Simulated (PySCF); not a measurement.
**C3H5Ga: electronic excitations and core binding energies**

Wanted: the electronic excitations and core binding energies of C3H5Ga (`C#C[CH2][GaH2]`), by calculation.

Computed with PySCF 2.14.0, with density-fitted response routines of our own, on a single molecule in the gas phase. Atoms are numbered from 0 throughout.

## 1. The molecule as given

9 atoms, charge 0, multiplicity 1; geometry from: GFN2-xTB.

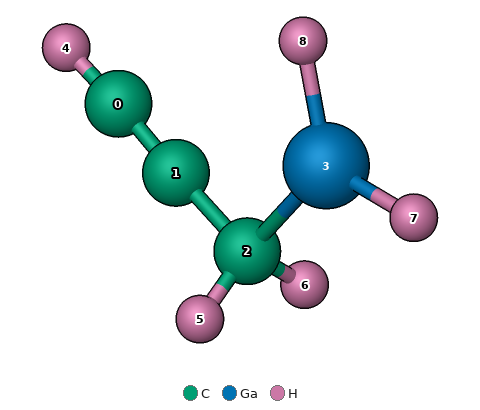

The starting geometry (carbon teal, gallium blue, hydrogen pink), atoms numbered; sticks join atoms by distance.

## 2. TDDFT and polarisability: CAM-B3LYP/def2-SVPD

The job: settings as JSON, then the geometry in Å.

```
{"job": {"kind": "uv", "xc": "CAM-B3LYP", "basis": "def2-SVPD", "nstates": 8, "ntriplets": 3}, "charge": 0, "multiplicity": 1}
C     -2.184609     0.054898    -0.054127
C     -1.083395    -0.388032     0.125679
C      0.272088    -0.844631     0.322612
Ga     1.442990     0.773710    -0.145882
H     -3.175088     0.372701    -0.193052
H      0.420253    -1.164765     1.361704
H      0.485617    -1.701820    -0.328405
H      3.033422     0.768917    -0.072028
H      0.802283     2.135016    -0.614440
```

With the program's defaults for keys left out, this is: TDDFT CAM-B3LYP/def2-SVPD, vertical, gas phase, core orbitals frozen in the response.

On the command line:

```sh
OMP_NUM_THREADS=1 python probes_run.py task.json out
```

This one command runs all jobs of the session in turn.

Output:

```text
coarse grid: 35320 points
cycle   1  E = -2041.7507343828  dE = -2.103e-01  |g| = 5.425e-01  |ddm| = 7.522e+00
cycle   2  E = -2041.7597948603  dE = -9.060e-03  |g| = 5.726e-01  |ddm| = 1.865e+00
cycle   3  E = -2041.8010479578  dE = -4.125e-02  |g| = 4.550e-02  |ddm| = 7.656e-01
cycle   4  E = -2041.8013248589  dE = -2.769e-04  |g| = 2.596e-02  |ddm| = 1.546e-01
cycle   5  E = -2041.8014773666  dE = -1.525e-04  |g| = 1.131e-02  |ddm| = 7.987e-02
cycle   6  E = -2041.8015088111  dE = -3.144e-05  |g| = 1.976e-03  |ddm| = 1.863e-02
cycle   7  E = -2041.8015099101  dE = -1.099e-06  |g| = 2.079e-04  |ddm| = 7.903e-03
final grid: 73776 points
cycle   8  E = -2041.8015081581  dE = -2.446e-08  |g| = 1.661e-04  |ddm| = 2.571e-03
cycle   9  E = -2041.8015081596  dE = -1.503e-09  |g| = 1.846e-04  |ddm| = 5.075e-04
cycle  10  E = -2041.8015081637  dE = -4.130e-09  |g| = 1.655e-05  |ddm| = 1.879e-04
cycle  11  E = -2041.8015081638  dE = -8.231e-11  |g| = 9.633e-06  |ddm| = 5.407e-05
converged SCF energy = -2041.8015081638

Static polarisability (au): isotropic 65.366, principal 45.794 62.213 88.091

Singlet excitations
state   eV       nm        f      main configurations
  1   4.3972    282.0   0.00026   H->L 0.94
  2   5.1813    239.3   0.00001   H-2->L 0.99
  3   5.6313    220.2   0.00018   H-1->L 0.99
  4   6.2754    197.6   0.00113   H->L+5 0.72, H->L+8 0.10
  5   6.3109    196.5   0.05236   H->L+1 0.61, H->L+2 0.27
  6   6.6937    185.2   0.06867   H-1->L+5 0.21, H->L+1 0.20, H->L+4 0.17
  7   6.7416    183.9   0.00606   H-1->L+2 0.36, H-1->L+6 0.20, H-1->L+1 0.16
  8   6.9240    179.1   0.00832   H-3->L 0.92

Triplet excitations (Tamm-Dancoff, eV): 4.1535 4.7014 5.2820
```

Run time: 30 s. Hardware: 1 thread of Arm Neoverse N1, shared host; peak memory 0.55 GiB.

The orbitals next to the gap, with their largest atomic shares:

| orbital | eV | atoms |
| --- | --- | --- |
| HOMO−3 | -10.99 | C2 23 %, C1 22 %, Ga3 20 % |
| HOMO−2 | -9.81 | Ga3 41 %, H8 31 %, H7 20 % |
| HOMO−1 | -9.09 | C0 41 %, C1 40 %, C2 9 % |
| HOMO | -8.33 | C0 32 %, C1 28 %, C2 16 % |
| LUMO | -0.81 | Ga3 66 %, H7 10 %, H8 10 % |
| LUMO+1 | 0.83 | Ga3 64 %, C2 8 %, C1 6 % |
| LUMO+2 | 1.11 | Ga3 45 %, H7 16 %, C2 14 % |

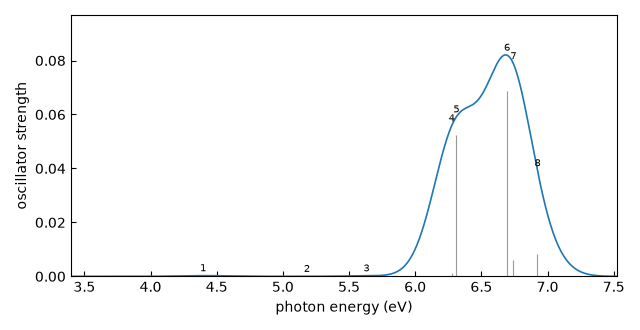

Absorption spectrum from the 8 singlet states computed; above the last one it falls off for lack of states. Lines are broadened to a width of 0.40 eV (Gaussian).

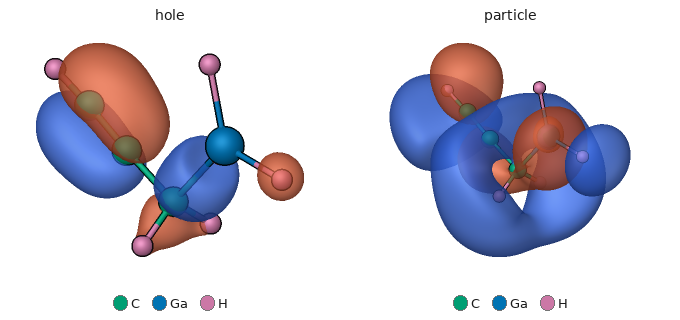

Leading natural transition orbitals of singlet state 6: the electron leaves the hole (left) for the particle orbital (right).

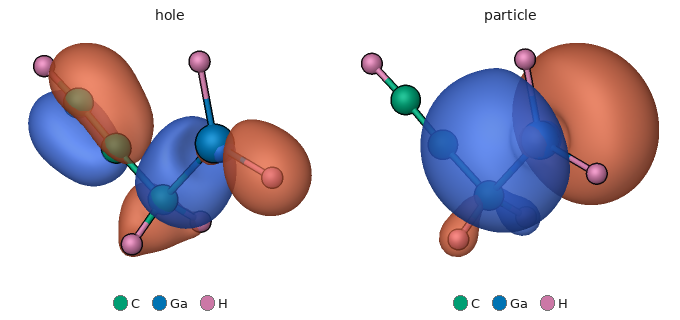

Leading natural transition orbitals of singlet state 1: the electron leaves the hole (left) for the particle orbital (right).

Further results of this job:

| property | computed |
| --- | --- |
| dipole moment (D) | 0.80 |
| polarisability (Å³) | 9.69 |
| HOMO–LUMO gap (eV) | 7.52 |
| −ε(HOMO) (eV) | 8.33 |

Orbitals, density, ELF and potential are computed afterwards from the orbital file.

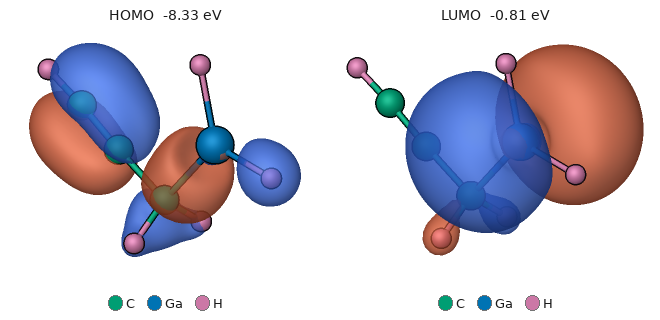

Frontier orbitals at CAM-B3LYP/def2-SVPD; each surface holds 70 % of the orbital's density, blue and red mark the sign.

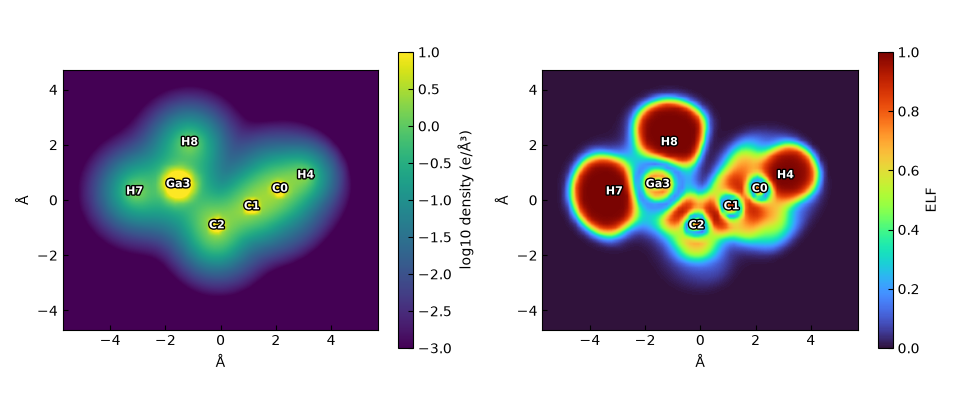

Density (left) and ELF (right) in a plane through or near 7 of the atoms.

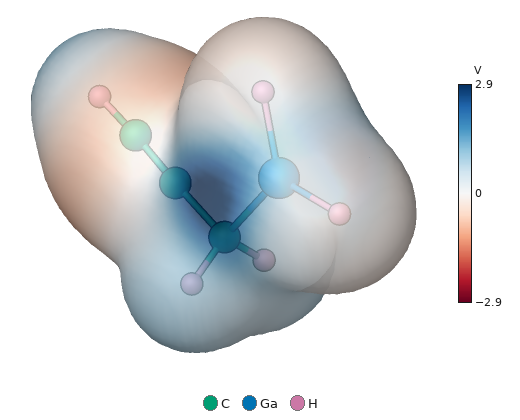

Electrostatic potential on the surface of density 0.002 e/bohr³; red is low, blue high. It runs from -0.90 V near C0 to 2.90 V near Ga3.

## 3. Core holes by ΔSCF: SCAN, X2C

Same as in step 2 but for these lines:

```diff
@@ -1,2 +1,2 @@
-{"job": {"kind": "uv", "xc": "CAM-B3LYP", "basis": "def2-SVPD", "nstates": 8, "ntriplets": 3}, "charge": 0, "multiplicity": 1}
+{"job": {"kind": "xps"}, "charge": 0, "multiplicity": 1}
 C     -2.184609     0.054898    -0.054127
```

With the program's defaults for keys left out, this is: delta-SCF UKS SCAN, pcX-2 on the ionised atom, pcseg-1 elsewhere, spin-free X2C.

Output:

```text
ground state, core basis on atom 0 (C), 125 functions
  cycle   1  E = -2056.84051275  |g| = 4.88e-01
  cycle   2  E = -2056.80471237  |g| = 5.79e-01
  cycle   3  E = -2056.90583604  |g| = 5.14e-02
  cycle   4  E = -2056.90685205  |g| = 1.82e-02
  cycle   5  E = -2056.90691259  |g| = 1.21e-02
  cycle   6  E = -2056.90695046  |g| = 6.42e-03
  cycle   7  E = -2056.90695964  |g| = 8.45e-04
  cycle   8  E = -2056.90695485  |g| = 2.36e-04
  E(ground) = -2057.16798464 Eh
hole in C 1s of atom 0
  cycle   1  E = -2045.68397530  |g| = 1.50e+00
  cycle   2  E = -2042.84565384  |g| = 2.28e+00
  cycle   3  E = -2045.97325217  |g| = 6.27e-01
  cycle   4  E = -2046.14884824  |g| = 4.94e-01
  cycle   5  E = -2046.23157627  |g| = 2.56e-01
  cycle   6  E = -2046.26142510  |g| = 4.04e-02
  cycle   7  E = -2046.26256171  |g| = 1.70e-02
  cycle   8  E = -2046.26282590  |g| = 8.17e-03
  cycle   9  E = -2046.26294424  |g| = 5.19e-03
  cycle  10  E = -2046.26301333  |g| = 2.24e-03
  cycle  11  E = -2046.26302520  |g| = 7.57e-04
  cycle  12  E = -2046.26302642  |g| = 3.29e-04
  E(ion) = -2046.52324651 Eh   <S^2> = 0.8163   hole on atom = 1.000   binding energy = 289.658 eV
ground state, core basis on atom 1 (C), 125 functions
  cycle   1  E = -2056.90706320  |g| = 6.55e-02
  cycle   2  E = -2056.90525374  |g| = 8.99e-02
  cycle   3  E = -2056.90681152  |g| = 4.64e-02
  cycle   4  E = -2056.90735953  |g| = 8.95e-03
  cycle   5  E = -2056.90738202  |g| = 7.45e-04
  cycle   6  E = -2056.90738567  |g| = 2.20e-04
  E(ground) = -2057.16847028 Eh
hole in C 1s of atom 1
  cycle   1  E = -2045.66432189  |g| = 1.51e+00
  cycle   2  E = -2043.25595502  |g| = 2.19e+00
  cycle   3  E = -2045.97391554  |g| = 5.57e-01
  cycle   4  E = -2046.13029328  |g| = 4.55e-01
  cycle   5  E = -2046.19685013  |g| = 2.60e-01
  cycle   6  E = -2046.22882064  |g| = 7.99e-02
  cycle   7  E = -2046.23253235  |g| = 1.58e-02
  cycle   8  E = -2046.23289771  |g| = 9.26e-03
  cycle   9  E = -2046.23311343  |g| = 6.00e-03
  cycle  10  E = -2046.23325879  |g| = 2.98e-03
  cycle  11  E = -2046.23328735  |g| = 1.29e-03
  cycle  12  E = -2046.23329079  |g| = 5.66e-04
  cycle  13  E = -2046.23329213  |g| = 2.90e-04
  E(ion) = -2046.49341393 Eh   <S^2> = 0.8551   hole on atom = 1.000   binding energy = 290.483 eV
ground state, core basis on atom 2 (C), 125 functions
  cycle   1  E = -2056.90373477  |g| = 5.94e-02
  cycle   2  E = -2056.90327017  |g| = 4.75e-02
  cycle   3  E = -2056.90308857  |g| = 5.36e-02
  cycle   4  E = -2056.90383270  |g| = 1.10e-02
  cycle   5  E = -2056.90386172  |g| = 6.44e-04
  cycle   6  E = -2056.90386429  |g| = 1.62e-04
  E(ground) = -2057.16386547 Eh
hole in C 1s of atom 2
  cycle   1  E = -2045.63345606  |g| = 1.51e+00
  cycle   2  E = -2044.70001746  |g| = 1.94e+00
  cycle   3  E = -2045.99255585  |g| = 6.52e-01
  cycle   4  E = -2046.06958486  |g| = 5.13e-01
  cycle   5  E = -2046.21161411  |g| = 7.76e-02
  cycle   6  E = -2046.21410756  |g| = 2.24e-02
  cycle   7  E = -2046.21440184  |g| = 5.69e-03
  cycle   8  E = -2046.21443619  |g| = 2.48e-03
  cycle   9  E = -2046.21444971  |g| = 1.74e-03
  cycle  10  E = -2046.21446026  |g| = 1.14e-03
  cycle  11  E = -2046.21446908  |g| = 7.51e-04
  cycle  12  E = -2046.21447280  |g| = 4.20e-04
  E(ion) = -2046.47390176 Eh   <S^2> = 0.7721   hole on atom = 1.000   binding energy = 290.889 eV
```

Wall time 41 s (1 thread of Arm Neoverse N1, shared host); peak memory 0.59 GiB.

Binding energies by hole, beside the orbital energy of the ground state; the difference holds orbital relaxation and, for a density functional, its self-interaction error:

| hole | stands for | environment | ΔSCF (eV) | −ε (eV) | ⟨S²⟩ |
| --- | --- | --- | --- | --- | --- |
| C1s on C0 | C0 | terminal alkyne carbon | 289.66 | 273.0 | 0.816 |
| C1s on C1 | C1 | alkyne carbon | 290.48 (doubtful) | 273.6 | 0.855 |
| C1s on C2 | C2 | propargylic sp3 CH2 bonded to Ga | 290.89 | 274.3 | 0.772 |

Doubtful: the ion did not converge, its hole moved, or its ⟨S²⟩ is well above 0.75.

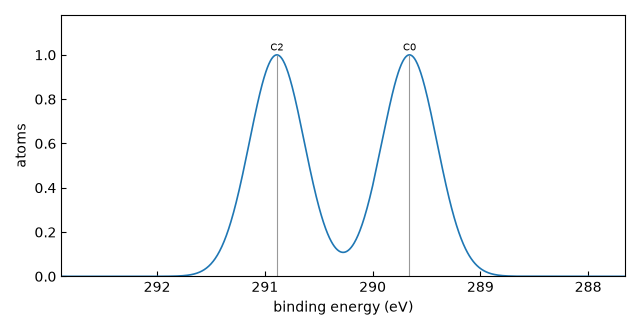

The C1s photoelectron lines, weighted by the number of atoms. Only 2 of the 3 C atoms are covered by sound results. Lines are broadened to a width of 0.60 eV (Gaussian).

## 4. What came out

| quantity | value |
| --- | --- |
| lowest singlet (CAM-B3LYP/def2-SVPD) | 4.40 eV (282 nm), f = 0.000 |
| brightest single state of those computed | state 6, 6.69 eV, f = 0.069 |
| lowest triplet | 4.15 eV |
| surface potential, least and greatest | -0.90 V and 2.90 V |
| C1s binding energies, SCAN/pcX-2 (standing for 2 of 3 atoms) | C2 290.89, C0 289.66 eV |

The lowest singlet, at 4.40 eV, is HOMO→LUMO 0.94 and is dark; of the 8 states computed, the strongest absorption comes from state 6 at 6.69 eV. The lowest triplet lies 0.24 eV below the lowest singlet (triplets in Tamm-Dancoff, singlets in full TDDFT). By nearest atom (CAM-B3LYP/def2-SVPD), the HOMO sits on C0 36 %; C1 21 % and the LUMO on Ga3 52 %; H7, H8 about 18 % each. C2 (propargylic sp3 CH2 bonded to Ga) binds its C1s electron 1.23 eV more tightly than C0 (terminal alkyne carbon). Only 2 of the 3 C atoms are covered by sound results.
